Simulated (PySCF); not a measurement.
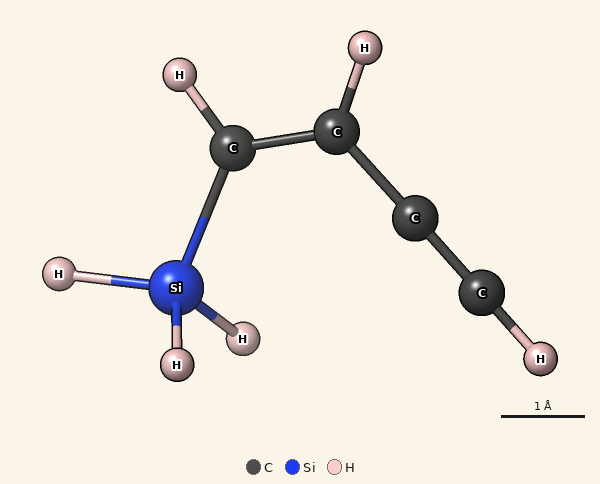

*The input geometry (ball-and-stick view, seen at a tilt).*

Bond lengths as drawn: C–C 1.21 to 1.42 Å, C–H 1.07 to 1.10 Å, C–Si 1.88 Å and H–Si 1.49 Å.

## Run report: C₄H₆Si, NMR shielding calculation

C₄H₆Si, computed with GIAO OPBE/pcSseg-2 NMR shielding, non-relativistic, gas phase (PySCF 2.14.0).

The geometry comes from this level: PBE0-D3(BJ)/def2-SVP. Figures and captions count atoms from 1; the log counts them from 0 in places.

## The program's output
```
coarse grid: 9688 points
cycle   1  E = -445.3229705408  dE =  2.857e-01  |g| = 4.658e-01  |ddm| = 2.568e+00
cycle   2  E = -445.2840659661  dE =  3.890e-02  |g| = 5.770e-01  |ddm| = 1.085e+00
cycle   3  E = -445.3694865218  dE = -8.542e-02  |g| = 1.934e-01  |ddm| = 8.124e-01
cycle   4  E = -445.3775141252  dE = -8.028e-03  |g| = 9.303e-02  |ddm| = 1.916e-01
cycle   5  E = -445.3799552427  dE = -2.441e-03  |g| = 2.027e-02  |ddm| = 8.228e-02
cycle   6  E = -445.3800013866  dE = -4.614e-05  |g| = 1.443e-02  |ddm| = 2.350e-02
cycle   7  E = -445.3800631269  dE = -6.174e-05  |g| = 1.316e-03  |ddm| = 1.284e-02
cycle   8  E = -445.3800636132  dE = -4.863e-07  |g| = 3.134e-04  |ddm| = 2.416e-03
final grid: 88992 points
cycle   9  E = -445.3779699782  dE = -2.372e-04  |g| = 9.574e-03  |ddm| = 1.834e-01
cycle  10  E = -445.3779537858  dE =  1.619e-05  |g| = 1.077e-02  |ddm| = 1.890e-02
cycle  11  E = -445.3779784799  dE = -2.469e-05  |g| = 5.899e-03  |ddm| = 1.289e-02
cycle  12  E = -445.3779859918  dE = -7.512e-06  |g| = 2.598e-03  |ddm| = 4.933e-03
cycle  13  E = -445.3779877327  dE = -1.741e-06  |g| = 4.122e-04  |ddm| = 1.960e-03
cycle  14  E = -445.3779877634  dE = -3.069e-08  |g| = 2.264e-04  |ddm| = 4.342e-04
cycle  15  E = -445.3779877762  dE = -1.278e-08  |g| = 8.698e-05  |ddm| = 2.365e-04
cycle  16  E = -445.3779877785  dE = -2.310e-09  |g| = 8.878e-06  |ddm| = 9.532e-05
cycle  17  E = -445.3779877785  dE = -2.183e-11  |g| = 1.940e-06  |ddm| = 1.566e-05
```

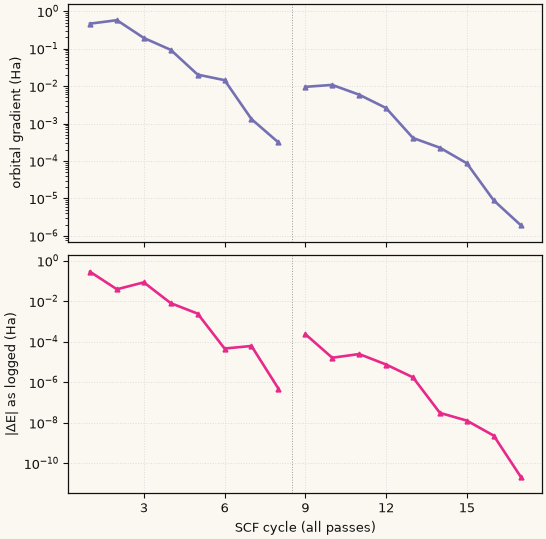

*Convergence of the self-consistent field: orbital gradient and size of the energy change against the SCF cycle. The dotted line marks the change from a coarse to the final integration grid.*

The first 8 cycles use a coarse grid, the final grid takes over at cycle 9, and the field converges after 17 cycles in all.

```
converged SCF energy = -445.3779877785

GIAO shielding tensors (ppm)
atom      isotropic    diamagn.    paramagn.     s11        s22        s33       span
  0 C       90.346     271.751    -181.406     41.311     50.255    179.472    138.161
  1 C       97.031     270.289    -173.257      2.257      5.637    283.200    280.943
  2 C       48.831     256.613    -207.781    -64.001     58.177    152.318    216.318
  3 C       42.962     257.549    -214.587    -82.773     37.322    174.337    257.110
  4 Si     434.279     881.175    -446.896    414.897    421.385    466.555     51.658
  5 H       27.695      31.167      -3.472     24.348     24.964     33.774      9.425
  6 H       24.339      27.219      -2.880     21.609     24.305     27.103      5.493
  7 H       24.481      29.857      -5.376     22.039     24.062     27.342      5.303
  8 H       26.857      31.009      -4.153     23.971     25.777     30.821      6.850
  9 H       26.858      31.007      -4.149     23.976     25.766     30.832      6.856
 10 H       27.206      29.419      -2.213     24.364     25.466     31.788      7.424
```

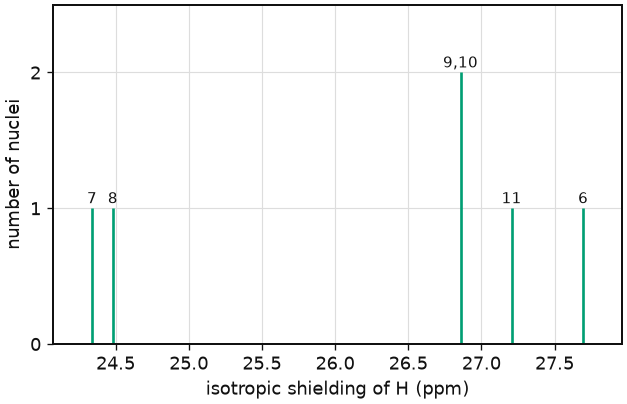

*Isotropic shieldings of the hydrogen nuclei in this fixed geometry, labelled by atom number; shielding grows to the right, so chemical shift grows to the left.*

The least shielded is H7 (24.3 ppm), the most shielded H6 (27.7 ppm).

The run was set up as follows.

## Input
```
{"job": {"kind": "nmr", "xc": "OPBE", "basis": "pcSseg-2", "pop": false}, "charge": 0, "multiplicity": 1}
C      2.070586    -1.384346     0.343385
C      1.562216    -0.306233     0.109779
C      0.956719     0.952653    -0.162384
C     -0.376701     1.138508    -0.242536
Si    -1.638162    -0.233593    -0.008475
H      2.517468    -2.339377     0.549922
H      1.644806     1.795174    -0.309207
H     -0.724875     2.155516    -0.457283
H     -1.442849    -1.314156    -1.022129
H     -1.524411    -0.832691     1.355824
H     -3.006795     0.342600    -0.172356
```

The first line tells a small driver script what to run in PySCF; the rest is the geometry in Å.

Command:
```bash
OMP_NUM_THREADS=1 python <driver script> task.json out
```

## Results in brief

```tsv
quantity	value
outcome	converged
total energy	−445.377988 hartree
HOMO	−6.29 eV
LUMO	−2.38 eV
dipole moment	0.58 D
isotropic shielding, C	43.0 to 97.0 ppm
isotropic shielding, Si	434.3 ppm
isotropic shielding, H	24.3 to 27.7 ppm
hardware	1 CPU thread, shared host
wall time	42 s
peak memory	0.81 GiB
```
